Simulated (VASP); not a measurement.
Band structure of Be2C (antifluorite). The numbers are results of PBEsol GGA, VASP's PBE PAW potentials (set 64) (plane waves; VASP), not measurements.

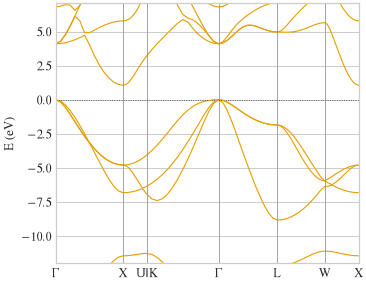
*Bands along high-symmetry lines, zero at the valence-band maximum or, without a gap, the Fermi level*

Q: Read the plot: is there a gap, and where are the band edges?

A: The gap is indirect, 1.06 eV, from the valence maximum at Γ to the conduction minimum at X. (Edges off the drawn lines would not show.)

The compound is Be2C in the antifluorite structure. It was relaxed first.
